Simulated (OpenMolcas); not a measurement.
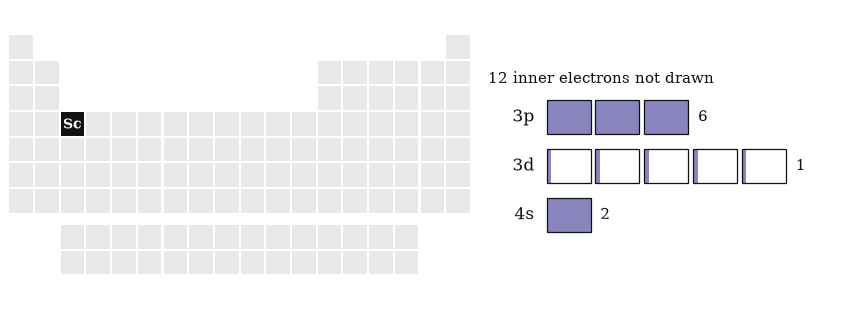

Figure 1. Left, the place of scandium in the periodic table; right, the outer shells of the leading configuration of the lowest level: a box for each of the 2l + 1 orbitals, shaded by the share of the shell that is filled, with the electron count at the right.

Run report: Sc, multiconfigurational calculation (part 1 of 2)

System: Sc.
Method: state-averaged CASSCF, active space 3 electrons in the shells 3d 4s, basis ANO-R3, X2C scalar Hamiltonian, spin-orbit coupling by RASSI with atomic mean-field integrals (OpenMolcas).

Key numbers:

- outcome: converged
- lowest level: 3d 4s² ²D₃/₂
- first excited level: 3d 4s² ²D₅/₂, 128 cm⁻¹ (measured: 168)
- energy of the lowest spin-free term: −763.26839 hartree
- energy of the lowest spin-orbit level: −763.26874 hartree
- largest spread among components of a term: 0.0 cm⁻¹
- hardware: 1 thread of Intel Xeon (Sapphire Rapids), 192 GiB of memory available, shared host
- wall time: 41 s

Notes:

Against measured levels the run misses widely: 3d2 4s1 4F J = 3/2 comes out at 6,117 cm⁻¹ where 11,520 cm⁻¹ is measured. Without dynamic correlation the gaps between configurations can be off by an electronvolt or more. To bear in mind: single d shell misplaces d against s configurations; only configurations of the active space are included; spin-free states above about 34,000 cm⁻¹ are left out of the spin-orbit step.

Input file:
```
&GATEWAY
Coord
1

Sc 0.0 0.0 0.0
Basis=ANO-R3
Group=XYZ
NoMove
AngMom=0.0 0.0 0.0
AMFI
&SEWARD
&RASSCF
FileOrb=start.orb
Symmetry=1
Spin=4
nActEl=3 0 0
Inactive=3 6
Ras2=6 0
CIRoot=17 17 1
SDav=20
CIMx=300
Iter=120 100
PrWF=0.3
OrbListing=Nothing
MaxOrb=0
Atom
>>> COPY $Project.JobIph JOB001
&RASSCF
FileOrb=start.orb
Symmetry=1
Spin=2
nActEl=3 0 0
Inactive=3 6
Ras2=6 0
CIRoot=30 30 1
SDav=70
CIMx=300
Iter=120 100
PrWF=0.3
OrbListing=Nothing
MaxOrb=0
Atom
>>> COPY $Project.JobIph JOB002
&RASSI
NrOfJobIphs=2 10 29
1 2 3 4 5 6 7 8 9 10
1 2 3 4 5 6 7 8 9 10 11 12 13 14 15 16 17 18 19 20 21 22 23 24 25 26 27
28 29
IphNames
JOB001
JOB002
EJob
SpinOrbit
DIPRint=1.0
SOCoupling=1000.0
Subsets=2
MEES
Property=10
'ANGMOM' 1 'ANGMOM' 2 'ANGMOM' 3 'MLTPL  1' 1 'MLTPL  1' 2 'MLTPL  1' 3
'AMFI' 1 'AMFI' 2 'AMFI' 3 'MLTPL  2' 6
SOProperty=3
'ANGMOM' 1 'ANGMOM' 2 'ANGMOM' 3
```

The file start.orb holds starting orbitals from an earlier step. A driver script formed the levels outside the program, from RASSI's spin-orbit matrix and the active-space energies, averaged over the components of each term or state.

Command:
```bash
OMP_NUM_THREADS=1 MOLCAS_MEM=2252 MOLCAS_PROJECT=a pymolcas a.inp > a.log  # once for each step of the input, in one work folder
```

Log (extracts):
```
--- SEWARD ---
Basis set label: SC.ANO-R...7S5P5D3F2G.

      Electronic valence basis set:
      ------------------
      Associated Effective Charge  21.000000 au
      Associated Actual Charge     21.000000 au
      Nuclear Model: Finite nucleus - Gaussian distribution
        Gaussian exponent, Xi/bohr**(-2):  3.34513E+08

      Shell  nPrim  nBasis  Cartesian Spherical Contaminant
         s      19       7        X
         p      12       5        X
         d       8       5                 X
         f       5       3                 X
         g       4       2                 X
                  Relativistic X2C integrals
                  Atomic mean-field integrals
--- RASSCF ---
Wave function specifications:
      -----------------------------

      Number of closed shell electrons          18
      Number of electrons in active shells       3
      Max number of holes in RAS1 space          0
      Max nr of electrons in RAS3 space          0
      Number of inactive orbitals                9
      Number of active orbitals                  6
      Number of secondary orbitals              71
      Spin quantum number                      1.5
      State symmetry                             1
Orbital specifications:
      -----------------------

      Symmetry species                           1   2
                                                ag  au
      Frozen orbitals                            0   0
      Inactive orbitals                          3   6
      Active orbitals                            6   0
      RAS1 orbitals                              0   0
      RAS2 orbitals                              6   0
      RAS3 orbitals                              0   0
      Secondary orbitals                        41  30
      Deleted orbitals                           0   0
      Number of basis functions                 50  36
      Number of CSFs                            20
      Number of root(s) required                17
      Iter CI   SX   CI       RASSCF       Energy    max ROT     max BLB   max BLB  Level Ln srch  Step   QN
          iter iter root      energy       change     param      element    value   shift minimum  type update
 Nr of preliminary CI iterations:   1
        1   1   11    0  -763.18120439    0.00E+00  -1.02E-02    4   7 2  7.72E-03*  0.28   0.00    SX    NO
        2   1   12    0  -763.18145986   -2.55E-04*  4.25E-03    4   7 2 -5.77E-03*  0.29   0.00    SX    NO
        3   1   11    0  -763.18150507   -4.52E-05* -1.81E-03    4  10 2 -1.15E-03*  0.29   0.00    SX    NO
        4   1   11    0  -763.18151557   -1.05E-05*  1.57E-03    4   7 2 -1.15E-03*  0.29   0.00    SX    NO
        5   1   10    0  -763.18151836   -2.79E-06*  1.57E-03    9  10 1 -2.11E-04*  0.29   1.29    QN   YES
        6   1   10    0  -763.18151949   -1.12E-06*  4.22E-04    4  10 2 -1.04E-04*  0.28   1.23    QN   YES
        7   1    8    0  -763.18151954   -5.66E-08*  5.68E-05    4   7 2  1.75E-05   0.28   1.05    QN   YES
        8   1    8    0  -763.18151954   -1.49E-09   2.86E-05    4   7 2  5.42E-06   0.28   1.56    QN   YES
      Convergence after  8 iterations
        9   1    8    0  -763.18151954   -2.84E-10   2.86E-05    4  10 2  7.19E-07   0.28   1.56    QN   YES
      Natural orbitals and occupation numbers for root  1
      sym 1:   0.931741   0.931741   0.068259   0.000000   0.068259   1.000000
      Natural orbitals and occupation numbers for root  2
      sym 1:  -0.000000   0.725461   0.725461   0.274539   0.274539   1.000000
      Natural orbitals and occupation numbers for root  3
      sym 1:   0.876480   0.123520   0.876480   0.123520   0.000000   1.000000
::    RASSCF root number  1 Total energy:   -763.24047396
::    RASSCF root number  2 Total energy:   -763.24047396
::    RASSCF root number  3 Total energy:   -763.24047396
::    RASSCF root number  4 Total energy:   -763.24047396
::    RASSCF root number  5 Total energy:   -763.24047396
::    RASSCF root number  6 Total energy:   -763.24047396
::    RASSCF root number  7 Total energy:   -763.24047396
::    RASSCF root number  8 Total energy:   -763.20666923
::    RASSCF root number  9 Total energy:   -763.20666923
::    RASSCF root number 10 Total energy:   -763.20666923
::    RASSCF root number 11 Total energy:   -763.11178669
::    RASSCF root number 12 Total energy:   -763.11178669
::    RASSCF root number 13 Total energy:   -763.11178669
::    RASSCF root number 14 Total energy:   -763.11178669
::    RASSCF root number 15 Total energy:   -763.11178669
::    RASSCF root number 16 Total energy:   -763.11178669
::    RASSCF root number 17 Total energy:   -763.11178669
--- RASSCF ---
Wave function specifications:
      -----------------------------

      Number of closed shell electrons          18
      Number of electrons in active shells       3
      Max number of holes in RAS1 space          0
      Max nr of electrons in RAS3 space          0
      Number of inactive orbitals                9
      Number of active orbitals                  6
      Number of secondary orbitals              71
      Spin quantum number                      0.5
      State symmetry                             1
Orbital specifications:
      -----------------------

      Symmetry species                           1   2
                                                ag  au
      Frozen orbitals                            0   0
      Inactive orbitals                          3   6
      Active orbitals                            6   0
      RAS1 orbitals                              0   0
      RAS2 orbitals                              6   0
      RAS3 orbitals                              0   0
      Secondary orbitals                        41  30
      Deleted orbitals                           0   0
      Number of basis functions                 50  36
      Number of CSFs                            70
      Number of root(s) required                30
      Iter CI   SX   CI       RASSCF       Energy    max ROT     max BLB   max BLB  Level Ln srch  Step   QN
          iter iter root      energy       change     param      element    value   shift minimum  type update
 Nr of preliminary CI iterations:   1
        1   1   14    0  -763.19842013    0.00E+00  -7.23E-02    4   7 2  5.08E-02*  0.19   0.00    SX    NO
        2   1   13    0  -763.20506181   -6.64E-03*  2.47E-02    4  10 2  3.03E-02*  0.19   0.00    SX    NO
        3   1   13    0  -763.20626362   -1.20E-03*  1.52E-02    4  10 2 -7.38E-03*  0.19   0.00    SX    NO
        4   1   12    0  -763.20660070   -3.37E-04*  9.28E-03    3  11 1 -5.94E-03*  0.19   0.00    SX    NO
        5   1   11    0  -763.20670059   -9.99E-05*  8.33E-03    9  10 1 -2.23E-03*  0.19   1.21    QN   YES
        6   1   11    0  -763.20674424   -4.36E-05*  3.34E-03    4  10 2 -7.70E-04*  0.19   1.41    LS   YES
        7   1   11    0  -763.20674810   -3.86E-06* -1.67E-04    4   7 2  6.73E-04*  0.19   1.00    QN   YES
        8   1    8    0  -763.20674864   -5.48E-07*  7.89E-05    4   7 2  1.26E-04*  0.19   1.17    QN   YES
        9   1    7    0  -763.20674868   -3.29E-08*  4.41E-05    9  10 1 -1.56E-05   0.19   1.18    QN   YES
       10   1    5    0  -763.20674868   -2.23E-09  -6.85E-06    4  10 2  5.69E-06   0.19   1.13    QN   YES
      Convergence after 10 iterations
       11   1    5    0  -763.20674868   -6.08E-11  -6.85E-06    9  11 1  6.16E-07   0.19   1.13    QN   YES
      Natural orbitals and occupation numbers for root  1
      sym 1:   0.024007   0.979576   0.025220   0.023416   0.001606   1.946175
      Natural orbitals and occupation numbers for root  2
      sym 1:   0.002070   0.020287   0.978006   0.026672   0.026011   1.946954
      Natural orbitals and occupation numbers for root  3
      sym 1:   0.969064   0.030782   0.030553   0.006552   0.011695   1.951354
::    RASSCF root number  1 Total energy:   -763.26839435
::    RASSCF root number  2 Total energy:   -763.26839435
::    RASSCF root number  3 Total energy:   -763.26839435
::    RASSCF root number  4 Total energy:   -763.26839435
::    RASSCF root number  5 Total energy:   -763.26839435
::    RASSCF root number  6 Total energy:   -763.21492034
::    RASSCF root number  7 Total energy:   -763.21492034
::    RASSCF root number  8 Total energy:   -763.21492034
::    RASSCF root number  9 Total energy:   -763.21492034
::    RASSCF root number 10 Total energy:   -763.21492034
::    RASSCF root number 11 Total energy:   -763.21492034
::    RASSCF root number 12 Total energy:   -763.21492034
::    RASSCF root number 13 Total energy:   -763.20310666
::    RASSCF root number 14 Total energy:   -763.20310666
::    RASSCF root number 15 Total energy:   -763.20310666
::    RASSCF root number 16 Total energy:   -763.20310666
::    RASSCF root number 17 Total energy:   -763.20310666
::    RASSCF root number 18 Total energy:   -763.18759634
::    RASSCF root number 19 Total energy:   -763.18759634
::    RASSCF root number 20 Total energy:   -763.18759634
::    RASSCF root number 21 Total energy:   -763.18759634
::    RASSCF root number 22 Total energy:   -763.18759634
::    RASSCF root number 23 Total energy:   -763.18759634
::    RASSCF root number 24 Total energy:   -763.18759634
::    RASSCF root number 25 Total energy:   -763.18759634
::    RASSCF root number 26 Total energy:   -763.18759634
::    RASSCF root number 27 Total energy:   -763.17954249
::    RASSCF root number 28 Total energy:   -763.17954249
::    RASSCF root number 29 Total energy:   -763.17954249
::    RASSCF root number 30 Total energy:   -763.11351841
```

(Continued in part 2.)
